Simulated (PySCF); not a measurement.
Input file:

```
{"job": {"kind": "nmr", "xc": "PBE0", "basis": "pcSseg-1"}, "charge": 0, "multiplicity": 1}
C     -0.315168    -1.253130    -0.670856
C     -0.334744    -0.100838    -0.022330
O     -1.507917     0.522759     0.458646
C     -2.684737    -0.038394     0.283928
F     -3.616787     0.739659     0.828518
F     -3.035221    -0.209793    -1.003237
F     -2.815641    -1.248841     0.855441
C      0.823749     0.746645     0.322424
C      2.147443     0.126117     0.685188
C      2.002729     0.850640    -0.609290
H     -1.190975    -1.830960    -0.898040
H      0.620672    -1.659665    -1.004463
H      0.526426     1.639471     0.855082
H      2.215376    -0.950050     0.669782
H      2.715604     0.587651     1.477642
H      2.471327     1.816406    -0.718133
H      1.970864     0.274353    -1.520212
```

Launched as:

```sh
OMP_NUM_THREADS=1 python probes_run.py task.json out
```

Geometry: GFN2-xTB.

These are results of PySCF, PBE0/pcSseg-1, SCF density, gas phase, non-relativistic, not measurements.

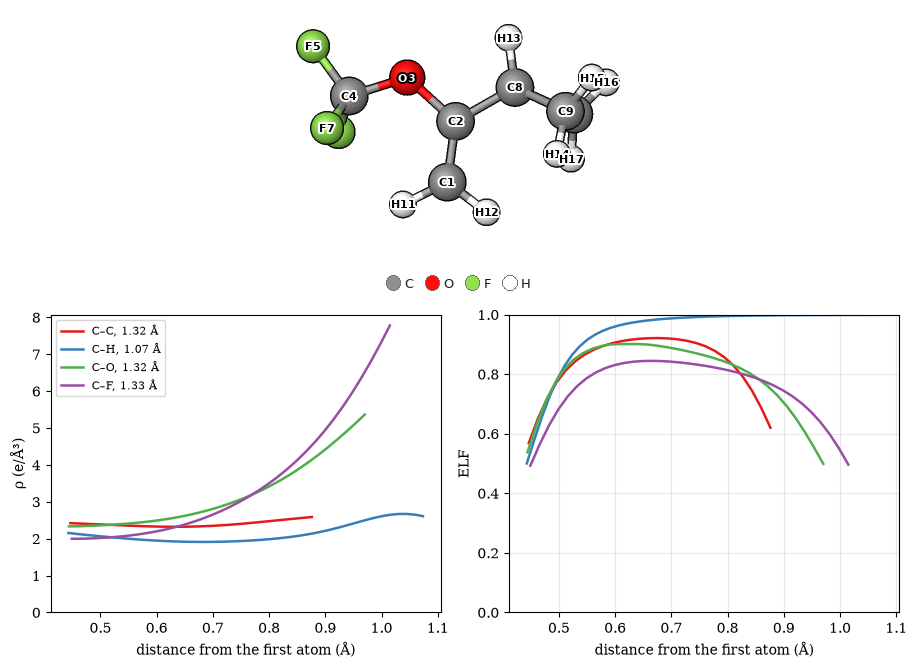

C$_{6}$H$_{7}$F$_{3}$O (SMILES C=C(OC(F)(F)F)C1CC1). Electron density and electron localisation function along straight lines between neighbouring atoms. The curves leave out the atomic cores. The structure is drawn too.

> Compare the contacts.

C–C (1.32 Å): the density is about 2.3 e/Å³ at the midpoint; the ELF peaks at about 0.90 between the atoms: a multiple bond.
C–H (1.07 Å): ρ at the midpoint is about 2 e/Å³; the ELF climbs to about 1 towards the hydrogen, as it does in any bond to H (a covalent bond by its length).
C–O (1.32 Å): the density is about 2.6 e/Å³ at the midpoint; the ELF peaks at about 0.90 between the atoms, as expected for a shared but strongly polarised pair.
C–F (1.33 Å): the density is about 2.5 e/Å³ at the midpoint; the ELF peaks at about 0.85 between the atoms; a polar covalent bond.
